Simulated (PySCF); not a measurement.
# C5H15PSi: geometry relaxation

System: C5H15PSi, SMILES CP(C)[Si](C)(C)C.
Method: PBE0-D3(BJ)/def2-SVP geometry optimisation, gas phase (PySCF 2.14.0).

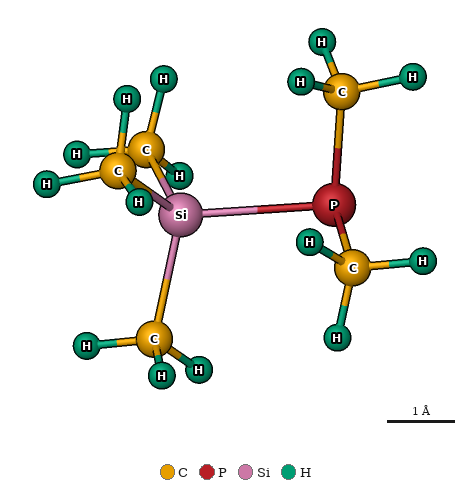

Figure 1. The starting structure (ball-and-stick view, seen at a tilt).

### Results in brief

```csv
quantity,value
outcome,converged
total energy,−829.633734 hartree
dipole moment,1.38 D
point group,C1
hardware,"1 CPU thread, shared host"
wall time,2.7 min
peak memory,0.87 GiB
```

### Input file
```
{"job": {"xc": "PBE0", "basis": "def2-SVP", "d3": "d3bj", "grid": 1, "shake": 0.01, "kind": "geom"}, "charge": 0, "multiplicity": 1}
C     -1.633330     1.752110     0.547400
P     -1.370610    -0.001160     0.993740
C     -2.343480    -0.778380    -0.395100
Si     0.762820    -0.244540     0.154880
C      1.080530    -2.128920     0.053180
C      1.031050     0.527620    -1.576840
C      1.934620     0.564350     1.405380
H     -1.447040     1.964890    -0.517410
H     -1.003940     2.409760     1.166240
H     -2.689750     2.033690     0.780350
H     -2.129930    -1.847010    -0.386660
H     -2.056460    -0.345540    -1.344920
H     -3.415060    -0.616960    -0.214920
H      0.560030    -2.580960    -0.771140
H      0.742230    -2.632680     0.967120
H      2.145180    -2.299540    -0.038650
H      0.326830     0.159810    -2.309020
H      0.936530     1.611000    -1.541450
H      2.028830     0.277920    -1.933450
H      2.932730     0.440750     1.104340
H      1.725490     1.632760     1.489430
H      1.817650     0.105400     2.380990
```

The first line tells a small driver script what to run in PySCF; the rest is the geometry in Å.

Run as:
```bash
OMP_NUM_THREADS=1 python <driver script> task.json out
```

### Output
```
step   0  E = -829.62748589  max force = 0.037498
step   1  E = -829.63320079  max force = 0.006212
step   2  E = -829.63349709  max force = 0.001186
step   3  E = -829.63358183  max force = 0.001371
step   4  E = -829.63361877  max force = 0.001298
step   5  E = -829.63365153  max force = 0.000559
step   6  E = -829.63368229  max force = 0.000448
step   7  E = -829.63371243  max force = 0.000719
step   8  E = -829.63372874  max force = 0.000504
step   9  E = -829.63373403  max force = 0.000284
optimisation converged
```

### Trajectory as extended XYZ (Å, eV, eV/Å), 10 frames, from step=0 to step=9
```
22
Properties=species:S:1:pos:R:3:forces:R:3 step=0 energy=-22575.31377
C    -1.6333    1.7521    0.5474   -0.6870   0.7916   0.1430
P    -1.3706   -0.0012    0.9937    0.4477  -0.4451  -0.1186
C    -2.3435   -0.7784   -0.3951    0.1824   0.1172   0.7573
Si    0.7628   -0.2445    0.1549   -0.2263  -0.3614  -0.0876
C     1.0805   -2.1289    0.0532   -0.1997   1.0278   0.8445
C     1.0311    0.5276   -1.5768   -0.0617  -0.2106   0.9973
C     1.9346    0.5644    1.4054   -1.8451  -0.0136  -0.1706
H    -1.4470    1.9649   -0.5174    0.0098   0.0613   0.0163
H    -1.0039    2.4098    1.1662    0.0741  -0.0073  -0.0417
H    -2.6898    2.0337    0.7803    0.4476  -0.1189  -0.1615
H    -2.1299   -1.8470   -0.3867   -0.0851  -0.3697  -0.1314
H    -2.0565   -0.3455   -1.3449    0.0256   0.1390  -0.6598
H    -3.4151   -0.6170   -0.2149   -0.0549  -0.0501  -0.0435
H     0.5600   -2.5810   -0.7711   -0.3602  -0.3453  -0.8019
H     0.7422   -2.6327    0.9671   -0.0340   0.0052   0.1788
H     2.1452   -2.2995   -0.0386    0.6562  -0.2229  -0.1919
H     0.3268    0.1598   -2.3090   -0.5244  -0.3131  -0.4368
H     0.9365    1.6110   -1.5414    0.0208   0.4566   0.0240
H     2.0288    0.2779   -1.9334    0.4574  -0.0608  -0.1119
H     2.9327    0.4407    1.1043    1.9282  -0.1860  -0.5967
H     1.7255    1.6328    1.4894   -0.0476   0.2965   0.0674
H     1.8176    0.1054    2.3810   -0.1236  -0.1905   0.5253
22
Properties=species:S:1:pos:R:3:forces:R:3 step=1 energy=-22575.46928
C    -1.7094    1.7912    0.4261    0.1994  -0.0310  -0.0164
P    -1.4498   -0.0050    0.8518    0.0489  -0.0117   0.0936
C    -2.2515   -0.7969   -0.6272    0.0038   0.0531  -0.0814
Si    0.7300   -0.2641    0.2513    0.0344   0.0849  -0.0393
C     1.1151   -2.1090    0.1883   -0.1016  -0.0499  -0.1075
C     1.0633    0.5184   -1.4330   -0.0047  -0.0557  -0.1281
C     1.8358    0.5587    1.5336    0.3049  -0.0573  -0.0870
H    -1.3059    2.0664   -0.5624   -0.0147   0.0127   0.0318
H    -1.2386    2.4290    1.1942   -0.0658  -0.0728  -0.0811
H    -2.7883    1.9987    0.4237   -0.0737   0.0332   0.0613
H    -2.0386   -1.8771   -0.6226   -0.0223   0.0176  -0.0145
H    -1.9198   -0.3692   -1.5903   -0.0295  -0.0614   0.0755
H    -3.3430   -0.6693   -0.5476    0.0235  -0.0270  -0.0203
H     0.6026   -2.5934   -0.6620    0.0682   0.0305   0.0843
H     0.7891   -2.6144    1.1099   -0.0110   0.0005   0.0334
H     2.1992   -2.2814    0.0761   -0.0541   0.0384  -0.0282
H     0.3670    0.1406   -2.2015    0.0508   0.0187   0.0508
H     0.9682    1.6154   -1.4017    0.0007  -0.0191   0.0247
H     2.0860    0.2811   -1.7711   -0.0057   0.0155   0.0140
H     2.9021    0.4459    1.2357   -0.3194   0.0366   0.0977
H     1.6270    1.6352    1.6217   -0.0150   0.0326   0.0172
H     1.7113    0.0989    2.5255   -0.0172   0.0116   0.0194
22
Properties=species:S:1:pos:R:3:forces:R:3 step=2 energy=-22575.47734
C    -1.6964    1.7829    0.4356   -0.0015  -0.0319  -0.0286
P    -1.4409   -0.0131    0.8532    0.0161  -0.0281   0.0177
C    -2.2528   -0.8016   -0.6251    0.0033   0.0213  -0.0006
Si    0.7326   -0.2594    0.2418    0.0143   0.0578  -0.0399
C     1.1059   -2.1047    0.1815   -0.0468  -0.0282   0.0015
C     1.0760    0.5147   -1.4458    0.0117  -0.0270  -0.0287
C     1.8240    0.5693    1.5338    0.0610  -0.0135  -0.0154
H    -1.3079    2.0654   -0.5558   -0.0129   0.0028  -0.0001
H    -1.2134    2.4109    1.1986    0.0060   0.0060   0.0087
H    -2.7760    1.9986    0.4587    0.0072   0.0206   0.0267
H    -2.0435   -1.8818   -0.6247   -0.0037  -0.0055   0.0017
H    -1.9261   -0.3772   -1.5881    0.0060  -0.0071   0.0032
H    -3.3435   -0.6757   -0.5432   -0.0033  -0.0046  -0.0025
H     0.5946   -2.5906   -0.6647    0.0068   0.0040   0.0086
H     0.7798   -2.6054    1.1067    0.0111   0.0100   0.0033
H     2.1881   -2.2763    0.0657    0.0037  -0.0006  -0.0152
H     0.3872    0.1335   -2.2164    0.0053  -0.0034   0.0091
H     0.9788    1.6110   -1.4157   -0.0027   0.0025   0.0074
H     2.1018    0.2795   -1.7745    0.0035   0.0081   0.0143
H     2.8860    0.4613    1.2516   -0.0521   0.0119   0.0263
H     1.6091    1.6459    1.6192   -0.0125  -0.0013   0.0014
H     1.6883    0.1124    2.5261   -0.0203   0.0062   0.0009
22
Properties=species:S:1:pos:R:3:forces:R:3 step=3 energy=-22575.47965
C    -1.6908    1.7768    0.4502   -0.0436  -0.0047   0.0101
P    -1.4328   -0.0218    0.8516   -0.0031  -0.0162  -0.0185
C    -2.2548   -0.8025   -0.6254   -0.0020  -0.0007   0.0161
Si    0.7366   -0.2571    0.2296    0.0026   0.0083  -0.0203
C     1.1043   -2.1041    0.1762    0.0055   0.0049   0.0303
C     1.0906    0.5079   -1.4597    0.0068   0.0021   0.0166
C     1.8099    0.5800    1.5309   -0.0544   0.0037   0.0176
H    -1.3252    2.0680   -0.5469   -0.0062  -0.0048  -0.0131
H    -1.1875    2.3953    1.2076    0.0251   0.0138   0.0111
H    -2.7677    2.0019    0.5057    0.0136   0.0045   0.0050
H    -2.0483   -1.8833   -0.6299    0.0024  -0.0049   0.0059
H    -1.9311   -0.3772   -1.5882    0.0101   0.0091  -0.0164
H    -3.3450   -0.6765   -0.5390   -0.0040   0.0054   0.0008
H     0.5908   -2.5933   -0.6653   -0.0206  -0.0058  -0.0155
H     0.7813   -2.5980    1.1062    0.0123   0.0051  -0.0016
H     2.1856   -2.2774    0.0557    0.0113  -0.0114  -0.0067
H     0.4111    0.1188   -2.2335   -0.0062  -0.0087  -0.0096
H     0.9879    1.6038   -1.4340   -0.0068   0.0038  -0.0050
H     2.1214    0.2768   -1.7750    0.0045   0.0026   0.0075
H     2.8737    0.4792    1.2692    0.0705  -0.0012  -0.0051
H     1.5846    1.6554    1.6098   -0.0052  -0.0056  -0.0056
H     1.6575    0.1271    2.5228   -0.0124   0.0009  -0.0036
22
Properties=species:S:1:pos:R:3:forces:R:3 step=4 energy=-22575.48066
C    -1.6885    1.7714    0.4649   -0.0337   0.0138   0.0264
P    -1.4274   -0.0306    0.8483   -0.0155  -0.0068  -0.0275
C    -2.2575   -0.8005   -0.6294    0.0015  -0.0073   0.0088
Si    0.7402   -0.2572    0.2198    0.0009  -0.0186   0.0016
C     1.1089   -2.1047    0.1746    0.0272   0.0164   0.0211
C     1.0999    0.5012   -1.4706   -0.0010   0.0146   0.0264
C     1.7980    0.5890    1.5281   -0.0618   0.0069   0.0157
H    -1.3458    2.0684   -0.5387   -0.0046  -0.0073  -0.0111
H    -1.1628    2.3817    1.2144    0.0212   0.0085   0.0002
H    -2.7618    2.0043    0.5503    0.0105  -0.0055  -0.0036
H    -2.0546   -1.8821   -0.6392    0.0024  -0.0020   0.0043
H    -1.9349   -0.3721   -1.5913    0.0056   0.0085  -0.0122
H    -3.3472   -0.6720   -0.5393   -0.0018   0.0075   0.0017
H     0.5901   -2.5981   -0.6613   -0.0224  -0.0063  -0.0097
H     0.7921   -2.5925    1.1097    0.0075   0.0010  -0.0017
H     2.1895   -2.2795    0.0475    0.0050  -0.0090  -0.0041
H     0.4299    0.1017   -2.2472   -0.0032  -0.0082  -0.0111
H     0.9877    1.5964   -1.4511   -0.0081   0.0013  -0.0085
H     2.1357    0.2772   -1.7742    0.0031   0.0016   0.0004
H     2.8668    0.4950    1.2847    0.0668  -0.0050  -0.0086
H     1.5628    1.6628    1.5993    0.0034  -0.0026  -0.0059
H     1.6306    0.1399    2.5193   -0.0028  -0.0013  -0.0025
22
Properties=species:S:1:pos:R:3:forces:R:3 step=5 energy=-22575.48155
C    -1.6876    1.7653    0.4801   -0.0035   0.0179   0.0216
P    -1.4246   -0.0406    0.8438   -0.0194  -0.0009  -0.0192
C    -2.2600   -0.7966   -0.6375    0.0058  -0.0052  -0.0037
Si    0.7433   -0.2593    0.2128    0.0012  -0.0241   0.0194
C     1.1187   -2.1057    0.1760    0.0266   0.0146   0.0010
C     1.1036    0.4948   -1.4787   -0.0044   0.0149   0.0179
C     1.7874    0.5975    1.5256   -0.0287   0.0059   0.0049
H    -1.3689    2.0658   -0.5308   -0.0040  -0.0057  -0.0043
H    -1.1374    2.3680    1.2188    0.0073   0.0004  -0.0085
H    -2.7563    2.0047    0.5948    0.0015  -0.0077  -0.0036
H    -2.0620   -1.8790   -0.6539   -0.0002   0.0005   0.0010
H    -1.9357   -0.3632   -1.5971   -0.0002   0.0025  -0.0021
H    -3.3490   -0.6629   -0.5455    0.0004   0.0045   0.0010
H     0.5913   -2.6052   -0.6515   -0.0131  -0.0039   0.0031
H     0.8124   -2.5876    1.1175    0.0028  -0.0014   0.0008
H     2.1982   -2.2807    0.0387   -0.0023  -0.0017  -0.0045
H     0.4446    0.0813   -2.2577    0.0026  -0.0059  -0.0058
H     0.9763    1.5885   -1.4671   -0.0075  -0.0013  -0.0060
H     2.1446    0.2826   -1.7727    0.0013   0.0034  -0.0046
H     2.8614    0.5092    1.2982    0.0196  -0.0068  -0.0052
H     1.5441    1.6701    1.5881    0.0093   0.0008  -0.0034
H     1.6074    0.1527    2.5166    0.0049  -0.0007   0.0002
22
Properties=species:S:1:pos:R:3:forces:R:3 step=6 energy=-22575.48238
C    -1.6876    1.7589    0.4919    0.0181   0.0102   0.0050
P    -1.4250   -0.0504    0.8397   -0.0155   0.0003  -0.0056
C    -2.2610   -0.7925   -0.6480    0.0074  -0.0002  -0.0109
Si    0.7446   -0.2621    0.2106    0.0004  -0.0140   0.0231
C     1.1306   -2.1063    0.1800    0.0115   0.0054  -0.0126
C     1.1005    0.4904   -1.4822   -0.0019   0.0070   0.0031
C     1.7803    0.6043    1.5239    0.0045   0.0032  -0.0019
H    -1.3883    2.0608   -0.5246   -0.0028  -0.0021   0.0016
H    -1.1180    2.3562    1.2205   -0.0046  -0.0040  -0.0084
H    -2.7524    2.0026    0.6289   -0.0050  -0.0041   0.0004
H    -2.0682   -1.8758   -0.6708   -0.0022   0.0015  -0.0015
H    -1.9326   -0.3538   -1.6041   -0.0033  -0.0029   0.0056
H    -3.3494   -0.6532   -0.5569    0.0015  -0.0001   0.0001
H     0.5932   -2.6127   -0.6374   -0.0020  -0.0010   0.0112
H     0.8378   -2.5836    1.1280    0.0017  -0.0013   0.0029
H     2.2088   -2.2790    0.0298   -0.0054   0.0045  -0.0055
H     0.4519    0.0621   -2.2623    0.0061  -0.0031   0.0006
H     0.9552    1.5819   -1.4776   -0.0060  -0.0019  -0.0013
H     2.1461    0.2933   -1.7708   -0.0004   0.0058  -0.0047
H     2.8574    0.5181    1.3053   -0.0191  -0.0072  -0.0024
H     1.5337    1.6765    1.5788    0.0097   0.0027  -0.0009
H     1.5941    0.1641    2.5158    0.0074   0.0013   0.0022
22
Properties=species:S:1:pos:R:3:forces:R:3 step=7 energy=-22575.48320
C    -1.6887    1.7509    0.5026    0.0240  -0.0021  -0.0122
P    -1.4282   -0.0619    0.8358   -0.0056   0.0009   0.0076
C    -2.2602   -0.7891   -0.6612    0.0053   0.0040  -0.0110
Si    0.7443   -0.2651    0.2118   -0.0028   0.0028   0.0152
C     1.1449   -2.1058    0.1860   -0.0082  -0.0056  -0.0163
C     1.0919    0.4874   -1.4827    0.0035  -0.0029  -0.0104
C     1.7749    0.6113    1.5226    0.0255  -0.0004  -0.0037
H    -1.4064    2.0538   -0.5186   -0.0005   0.0018   0.0058
H    -1.1025    2.3433    1.2218   -0.0117  -0.0054  -0.0027
H    -2.7500    1.9979    0.6585   -0.0068   0.0013   0.0038
H    -2.0730   -1.8732   -0.6914   -0.0023   0.0008  -0.0025
H    -1.9253   -0.3445   -1.6124   -0.0038  -0.0056   0.0081
H    -3.3482   -0.6444   -0.5739    0.0013  -0.0040  -0.0005
H     0.5956   -2.6214   -0.6180    0.0066   0.0012   0.0119
H     0.8712   -2.5790    1.1418    0.0036  -0.0001   0.0040
H     2.2212   -2.2729    0.0180   -0.0042   0.0077  -0.0059
H     0.4553    0.0416   -2.2631    0.0063  -0.0005   0.0048
H     0.9233    1.5756   -1.4846   -0.0042  -0.0014   0.0028
H     2.1421    0.3109   -1.7680   -0.0010   0.0073  -0.0011
H     2.8531    0.5232    1.3070   -0.0370  -0.0058  -0.0005
H     1.5293    1.6839    1.5698    0.0063   0.0027   0.0004
H     1.5872    0.1771    2.5168    0.0055   0.0034   0.0025
22
Properties=species:S:1:pos:R:3:forces:R:3 step=8 energy=-22575.48365
C    -1.6915    1.7433    0.5094    0.0128  -0.0095  -0.0166
P    -1.4325   -0.0715    0.8338    0.0041   0.0019   0.0112
C    -2.2580   -0.7892   -0.6715    0.0006   0.0037  -0.0046
Si    0.7427   -0.2663    0.2148   -0.0061   0.0119   0.0021
C     1.1562   -2.1038    0.1907   -0.0175  -0.0098  -0.0097
C     1.0826    0.4871   -1.4811    0.0066  -0.0073  -0.0131
C     1.7726    0.6169    1.5213    0.0232  -0.0032  -0.0013
H    -1.4178    2.0480   -0.5135    0.0019   0.0035   0.0056
H    -1.0976    2.3326    1.2245   -0.0100  -0.0035   0.0038
H    -2.7510    1.9919    0.6751   -0.0044   0.0034   0.0031
H    -2.0735   -1.8735   -0.7070   -0.0005  -0.0002  -0.0017
H    -1.9176   -0.3398   -1.6184   -0.0022  -0.0042   0.0052
H    -3.3461   -0.6422   -0.5887    0.0006  -0.0049  -0.0003
H     0.5974   -2.6277   -0.6011    0.0074   0.0015   0.0064
H     0.9013   -2.5744    1.1530    0.0060   0.0011   0.0028
H     2.2308   -2.2635    0.0058   -0.0006   0.0063  -0.0051
H     0.4563    0.0270   -2.2615    0.0041   0.0006   0.0042
H     0.8933    1.5719   -1.4871   -0.0028  -0.0001   0.0032
H     2.1364    0.3297   -1.7645   -0.0005   0.0063   0.0033
H     2.8497    0.5241    1.3034   -0.0259  -0.0028   0.0003
H     1.5310    1.6906    1.5629    0.0018   0.0017  -0.0002
H     1.5871    0.1885    2.5185    0.0013   0.0037   0.0014
22
Properties=species:S:1:pos:R:3:forces:R:3 step=9 energy=-22575.48379
C    -1.6962    1.7365    0.5140   -0.0021  -0.0096  -0.0099
P    -1.4359   -0.0791    0.8336    0.0103   0.0032   0.0077
C    -2.2554   -0.7928   -0.6772   -0.0039   0.0006   0.0028
Si    0.7409   -0.2654    0.2171   -0.0072   0.0108  -0.0080
C     1.1642   -2.1005    0.1927   -0.0146  -0.0071  -0.0006
C     1.0758    0.4890   -1.4797    0.0049  -0.0053  -0.0073
C     1.7721    0.6220    1.5196    0.0088  -0.0043   0.0016
H    -1.4244    2.0443   -0.5083    0.0033   0.0030   0.0030
H    -1.1020    2.3242    1.2300   -0.0045  -0.0009   0.0069
H    -2.7556    1.9843    0.6824   -0.0010   0.0017  -0.0005
H    -2.0699   -1.8768   -0.7160    0.0018  -0.0008  -0.0003
H    -1.9125   -0.3398   -1.6211   -0.0001  -0.0008   0.0004
H    -3.3440   -0.6476   -0.5975    0.0000  -0.0035   0.0003
H     0.5987   -2.6311   -0.5895    0.0031   0.0006   0.0001
H     0.9260   -2.5697    1.1600    0.0064   0.0014   0.0007
H     2.2372   -2.2527   -0.0066    0.0023   0.0027  -0.0035
H     0.4584    0.0181   -2.2607    0.0015   0.0002   0.0010
H     0.8703    1.5707   -1.4880   -0.0020   0.0009   0.0009
H     2.1324    0.3470   -1.7604    0.0007   0.0037   0.0055
H     2.8473    0.5238    1.2978   -0.0037   0.0003   0.0007
H     1.5349    1.6968    1.5570   -0.0015   0.0007  -0.0013
H     1.5896    0.1984    2.5194   -0.0025   0.0027  -0.0001
```

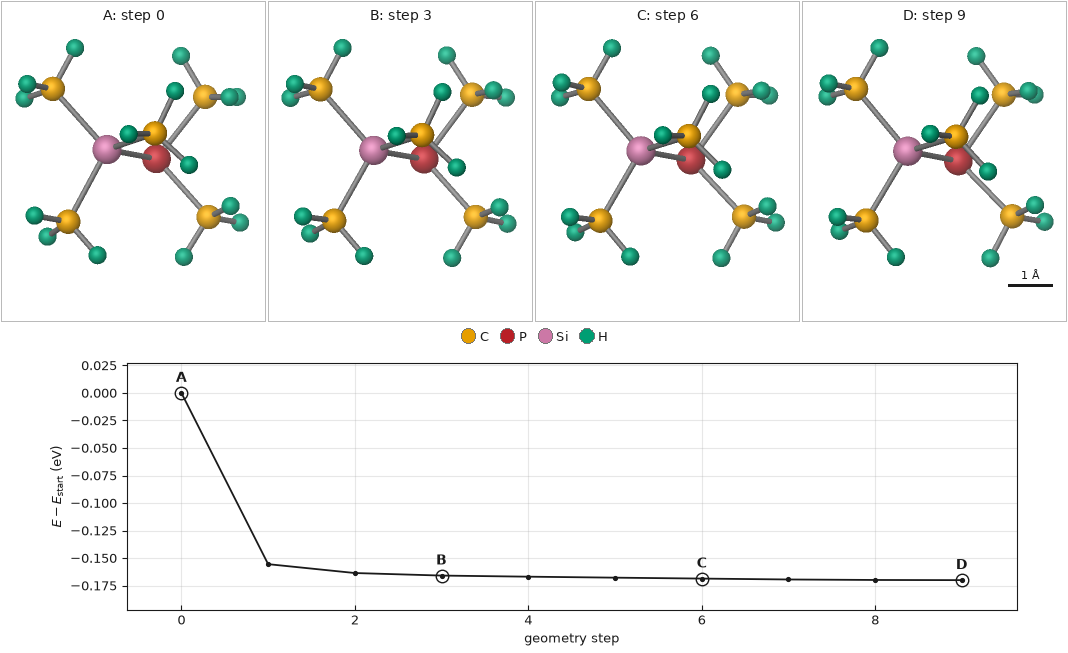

Figure 2. Frames of the relaxation (ball-and-stick view, seen at a tilt) above the curves, on which the letters mark them (steps are counted from 0).

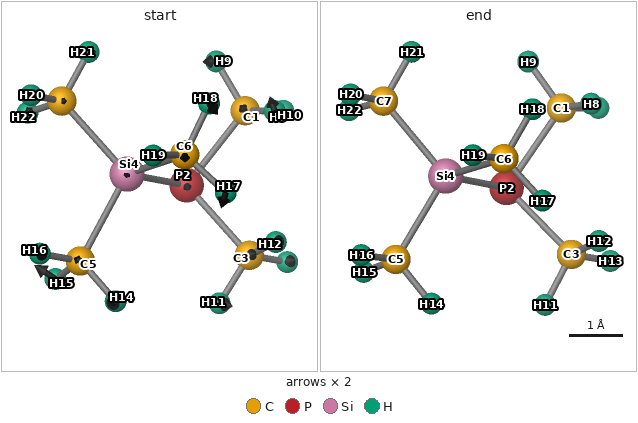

Figure 3. Before (left) and after (right) the relaxation, at one scale (ball-and-stick view, seen at a tilt). The black arrows give the displacements, magnified 2 times. The atom that moves furthest after the best rigid fit is H15 (0.25 Å). By element the largest moves are H 0.25 Å, C 0.12 Å, P 0.07 Å, Si 0.04 Å. Distances before and after: C7–H20 1.050 → 1.102 Å, P2–Si4 2.305 → 2.270 Å, C1–P2 1.828 → 1.862 Å, Si4–C5 1.914 → 1.883 Å. Among the angles that change: P2–C3–H12 110.4° → 113.6°, P2–Si4–C6 114.6° → 112.4°, H11–C3–H13 109.5° → 107.4°. Over 9 geometry steps the energy falls by 0.170 eV. Largest force component: 1.9 eV/Å at the start, 0.015 eV/Å at the end. (Atoms are counted from 1 in the order of the input.)
